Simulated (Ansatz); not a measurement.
# BHCl2 (SMILES [H]B(Cl)Cl) at 6 levels

Wanted: a comparison of 6 runs (HF/STO-3G, SVWN5/STO-3G, UPBE/STO-3G, BCCD(T)/STO-3G, CCSDT(Q)/STO-3G, FCI/STO-3G) of BHCl2. 

The results are computed with Ansatz 0.2.0.

54 further runs of the same task are left out: 4 that didn't finish, 50 set aside as unsound or not needed.

**1. The system as given**

BHCl2: 4 atoms, total charge 0, spin state singlet. As SMILES, `[H]B(Cl)Cl`. The Cl2–B1 distance was set to 2.551 Å, away from the relaxed value.

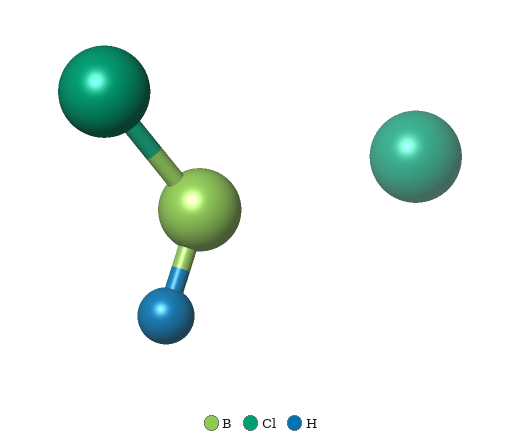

Viewed from a chosen angle; boron green, chlorine teal, hydrogen blue.

**2. A single-point energy at HF/STO-3G (run 1)**

job.yaml

```yaml
crystal:
  periodic: [false, false, false]
  atoms:
    - {symbol: B, position_ang: [-0.917560, -0.095646, -0.004550]}
    - {symbol: Cl, position_ang: [1.633390, -0.145760, 0.012580]}
    - {symbol: Cl, position_ang: [-1.743830, 1.392024, -0.023200]}
    - {symbol: H, position_ang: [-1.522870, -1.100506, -0.001960]}
basis:
  gaussian:
    orbitals: STO-3G
hamiltonian:
  xc: hf
accuracy: high
```

The run is started by

```sh
$ ansatz run job.yaml --threads 1 --pin off --max-ram 2610MiB --events-out events.jsonl --progress --plain --runs-dir runs
```

Standard output:

```text
Warning: RAYON_NUM_THREADS=1 ignored (pool sized by the plan → 1); use --threads N
Functional definition: HF
  name "HF"
  exchange = exact_x
  correlation = 0
413 factors; integrals over basis functions are off by at most 1.3e-8 eV
mean field evaluation 1: about -25412.1800 eV, gradient 2.4e1 eV
mean field evaluation 2: about -25412.2024 eV, gradient 2.4e1 eV
mean field evaluation 4: about -25416.5703 eV, gradient 2.1e0 eV
mean field evaluation 8: about -25416.6028 eV, gradient 7.2e-2 eV
mean field -25416.60281008 eV, -934.0429252781 hartree, gradient 2.1e-8 eV, S^2 0.000000; 0 other end points of the search recorded, 0 dependent functions left out
reference -25416.60281008 eV, -934.0429252781 hartree; 20, 20 occupied and 4, 4 virtual orbitals, 413 factors
Total energy: -25416.60281008 eV, -934.0429252781 hartree
```

Wall time 0.2 s (1 thread of Arm Neoverse N1, shared host).

**3. The energy at SVWN5/STO-3G (run 2)**

in.yaml

```yaml
crystal:
  periodic: [false, false, false]
  atoms:
    - symbol: B
      position_ang: [-0.917560, -0.095646, -0.004550]
    - symbol: Cl
      position_ang: [1.633390, -0.145760, 0.012580]
    - symbol: Cl
      position_ang: [-1.743830, 1.392024, -0.023200]
    - symbol: H
      position_ang: [-1.522870, -1.100506, -0.001960]
basis:
  gaussian: {orbitals: STO-3G}
hamiltonian: {xc: {name: SVWN5}}
accuracy: high
```

The run is started by

```sh
$ ansatz run in.yaml --threads 1 --pin off --max-ram 2610MiB --events-out events.jsonl --progress --plain --runs-dir runs
```

Standard output:

```text
Warning: RAYON_NUM_THREADS=1 ignored (pool sized by the plan → 1); use --threads N
Functional definition: SVWN5
  name "SVWN5"
  exchange = slater_x
  correlation = vwn5_c
413 factors; integrals over basis functions are off by at most 1.3e-8 eV
mean field evaluation 1: about -25360.4405 eV, gradient 2.4e1 eV
mean field evaluation 2: about -25269.9990 eV, gradient 9.5e1 eV
mean field evaluation 4: about -25364.3501 eV, gradient 4.3e0 eV
mean field evaluation 8: about -25364.4350 eV, gradient 2.9e-1 eV
mean field evaluation 16: about -25364.3796 eV, gradient 3.3e-6 eV
mean field -25364.37962474 eV, -932.1237586150 hartree, gradient 1.2e-8 eV, S^2 0.000000; 0 other end points of the search recorded, 0 dependent functions left out
reference -25364.37962639 eV, -932.1237586757 hartree; 20, 20 occupied and 4, 4 virtual orbitals, 413 factors
Total energy: -25364.37962639 eV, -932.1237586757 hartree
```

Wall time 1.1 s (1 thread of Arm Neoverse N1, shared host); peak memory 0.092 GiB.

**4. A single-point energy at UPBE/STO-3G (run 3)**

job.yaml

```yaml
crystal:
  periodic: [false, false, false]
  atoms:
    - symbol: B
      position_ang: [-0.917560, -0.095646, -0.004550]
    - symbol: Cl
      position_ang: [1.633390, -0.145760, 0.012580]
    - symbol: Cl
      position_ang: [-1.743830, 1.392024, -0.023200]
    - symbol: H
      position_ang: [-1.522870, -1.100506, -0.001960]
basis:
  gaussian: {orbitals: STO-3G}
magnetization: {spin_polarized: true}
hamiltonian: {xc: pbe}
accuracy: high
```

The run is started by

```sh
$ ansatz run job.yaml --threads 1 --pin off --max-ram 2610MiB --events-out events.jsonl --progress --plain --runs-dir runs
```

Standard output:

```text
Warning: RAYON_NUM_THREADS=1 ignored (pool sized by the plan → 1); use --threads N
Functional definition: PBE
  name "PBE"
  parameter kappa = 0.804
  parameter beta = 0.06672455060314922
  exchange = pbe_x(kappa = kappa, mu = beta*pi^2/3)
  correlation = pbe_c(beta = beta)
413 factors; integrals over basis functions are off by at most 1.3e-8 eV
mean field evaluation 1: about -25439.3187 eV, gradient 1.7e1 eV
mean field evaluation 2: about -25349.4307 eV, gradient 6.6e1 eV
mean field evaluation 4: about -25443.3097 eV, gradient 3.1e0 eV
mean field evaluation 8: about -25443.3951 eV, gradient 1.9e-1 eV
mean field evaluation 16: about -25443.3424 eV, gradient 2.0e-6 eV
mean field -25443.34240235 eV, -935.0255871694 hartree, gradient 2.9e-8 eV, S^2 0.000000; 0 other end points of the search recorded, 0 dependent functions left out
reference -25443.34240406 eV, -935.0255872321 hartree; 20, 20 occupied and 4, 4 virtual orbitals, 413 factors
Total energy: -25443.34240406 eV, -935.0255872321 hartree
```

It took 2.9 s on 1 thread of Arm Neoverse N1, shared host; peak memory 0.13 GiB.

Runs 4 to 5 aren't shown in full; the table further down has their settings and results.

**5. The energy at FCI/STO-3G (run 6)**

job.yaml

```yaml
crystal:
  periodic: [false, false, false]
  atoms:
    - {symbol: B, position_ang: [-0.917560, -0.095646, -0.004550]}
    - {symbol: Cl, position_ang: [1.633390, -0.145760, 0.012580]}
    - {symbol: Cl, position_ang: [-1.743830, 1.392024, -0.023200]}
    - {symbol: H, position_ang: [-1.522870, -1.100506, -0.001960]}
basis:
  gaussian:
    orbitals: STO-3G
correlation:
  method: fci
  frozen_orbitals: {B: 1, Cl: 5, H: 0}
accuracy: high
```

The run is started by

```sh
$ ansatz run job.yaml --threads 1 --pin off --max-ram 2610MiB --events-out events.jsonl --progress --plain --runs-dir runs
```

Standard output:

```text
Warning: RAYON_NUM_THREADS=1 ignored (pool sized by the plan → 1); use --threads N
[... 4 set-up lines as earlier in the session ...]
413 factors; integrals over basis functions are off by at most 1.3e-8 eV
mean field evaluation 1: about -25412.1800 eV, gradient 2.4e1 eV
mean field evaluation 2: about -25412.2024 eV, gradient 2.4e1 eV
mean field evaluation 4: about -25416.5703 eV, gradient 2.1e0 eV
mean field evaluation 8: about -25416.6028 eV, gradient 7.2e-2 eV
mean field -25416.60281008 eV, -934.0429252781 hartree, gradient 2.1e-8 eV, S^2 0.000000; 0 other end points of the search recorded, 0 dependent functions left out; unrestricted orbitals would lower it
mean field evaluation 16: about -25416.7633 eV, gradient 5.4e0 eV
11 core orbitals not correlated: weight in the atoms' cores, before any rotation towards them, 1.000 or more for the frozen orbitals, at most 0.000 for the correlated occupied ones
reference -25416.60281008 eV, -934.0429252781 hartree; 9, 9 occupied and 4, 4 virtual orbitals, 413 factors
state -25419.20138772 eV, -934.1384212454 hartree
Total energy: -25419.20138772 eV, -934.1384212454 hartree
```

Run time: 2.9 s. Hardware: 1 thread of Arm Neoverse N1, shared host; peak memory 0.1 GiB.

**6. The series**

| run | level | frozen core orbitals | energy (Eh) | wall time |
| --- | --- | --- | --- | --- |
| 1 | HF/STO-3G | – | -934.042925 | 0.2 s |
| 2 | SVWN5/STO-3G | – | -932.123759 | 1.1 s |
| 3 | UPBE/STO-3G | – | -935.025587 | 2.9 s |
| 4 | BCCD(T)/STO-3G | 11 | -934.137420 | 0.38 s |
| 5 | CCSDT(Q)/STO-3G | 11 | -934.138489 | 0.66 s |
| 6 | FCI/STO-3G | 11 | -934.138421 | 2.9 s |

**7. Outcome**

```
                                           quantity          value
                                run 6: total energy  -934.13842 Eh
run 6: correlation energy (11 core orbitals frozen)      -95.5 mEh
```

Against full CI in this basis: HF +95.5 mEh; BCCD(T) +1.0 mEh; CCSDT(Q) -0.1 mEh. Totals of different functionals can't be ranked against each other. In runs 4, 5 the log says that unrestricted orbitals would lower the reference, so the values rest on an unstable closed-shell determinant (other closed-shell runs at this shape may share the fault). In runs 1, 2, 3, 4, 5, 6 the basis is minimal, so the values are rough. All runs together took 8.2 s, the longest 2.9 s.
